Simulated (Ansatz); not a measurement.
**Rh: response to strain**

Take Rh in the fcc (Cu type) structure (space group Fm-3m, No. 225; a = 3.8016 Å; relaxed with 0.1 eV smearing) as the base. Axes: x, y, z lie along the cube axes.

Strains are applied to the cell and any free atomic positions relax; under biaxial strain the out-of-plane vector relaxes too.

The values are results of r2SCAN, PAW, 500 eV (Ansatz, a quantum-chemistry and plane-wave program; no spin-orbit coupling), earlier PAW set, not measurements.

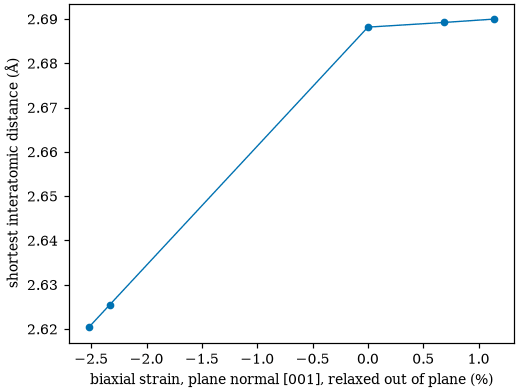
Figure: Shortest interatomic distance against biaxial strain, plane normal [001], relaxed out of plane

| biaxial strain, plane normal [001], relaxed out of plane (%) | shortest interatomic distance |
|---|---|
| -2.52 | 2.620 Å |
| -2.33 | 2.626 Å |
| 0.69 | 2.689 Å |
| 1.14 | 2.690 Å |

Whether these cells are dynamically stable was not tested. The final runs are not spin-polarised.
